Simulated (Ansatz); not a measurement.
The figure comes from a scan of SiC (zinc blende): a phonon pattern at L = (0.5, 0.0, 0.0) is frozen into a 4-atom cell, Q being the largest atomic displacement. Level of theory: r2SCAN (plane waves to 500 eV, PAW, scalar-relativistic; Ansatz, a quantum-chemistry and plane-wave program). k mesh 13×13×13 (Γ-centred), Fermi-Dirac smearing 0.05 eV. The energy includes the smearing's −TS. SiC was relaxed with its symmetry unable to fall. The PAW data are Ansatz's earlier set. ΔE is measured from the undisplaced structure.

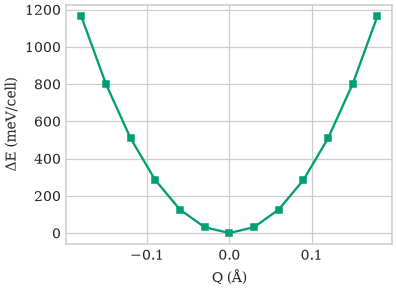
*ΔE (meV/cell) against Q (Å); computed points joined by lines.*

Q: Turn the plot into a table (rounded to what can be read).

A: To the nearest 20:

```csv
Q (Å),ΔE (meV/cell)
-0.180,1160
-0.150,800
-0.120,500
-0.090,280
-0.060,120
-0.030,40
0.000,0
0.030,40
0.060,120
0.090,280
0.120,500
0.150,800
0.180,1160
```

(For displaced atoms, the force is minus the slope of the energy, and its curvature is a force constant, which sets phonon frequencies.)
